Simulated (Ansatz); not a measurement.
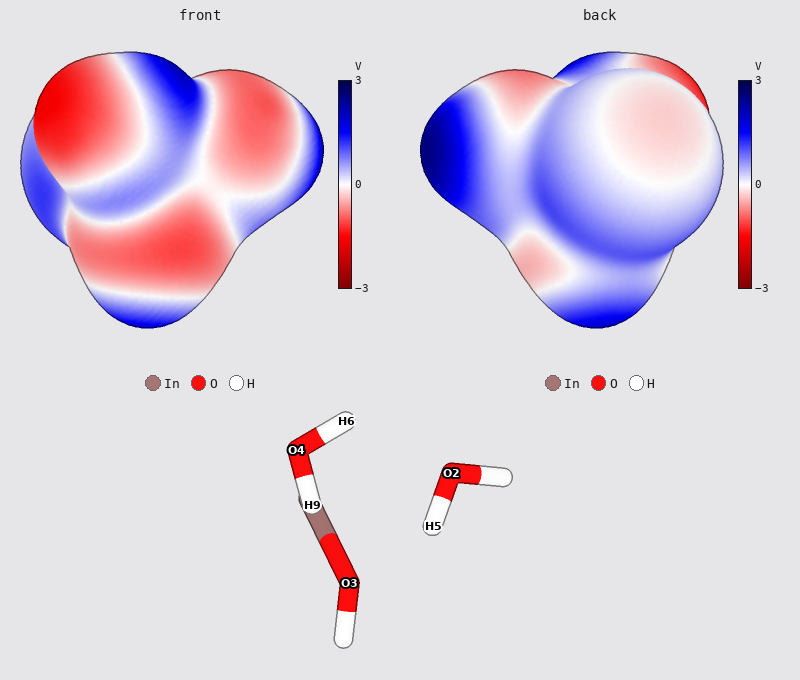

Figure. HInO···H2O···H2O. The molecular electrostatic potential painted on the density surface at 0.002 e/bohr³, seen from the front and from behind; the colour scale runs from red (negative) to blue (positive). The bare structure is drawn below in the same view.

The product side of a reaction path; geometry: PBE0-D4/def2-TZVP; core potentials replace the inner electrons of In.

Computed with RKS PBE0-D4/def2-TZVPP in Ansatz 0.2.0.

```xyz
9

In    0.9872    0.6393    1.4825
O    -0.3909    1.1953   -0.8541
O    -0.7151   -0.6053    0.9397
O     1.4697   -0.9930   -0.4348
H    -0.8941    0.5307   -0.3191
H     1.2878   -0.4600   -1.2175
H    -0.9738    1.9387   -1.0201
H    -1.3539   -0.9496    1.5647
H     0.5832   -1.2958   -0.1413
```

Where is the surface potential most negative and most positive?

The most negative region (about −1.5 V) lies over O4, the most positive (about +2.4 V) over H7. O4 is the likeliest acceptor of a hydrogen bond.
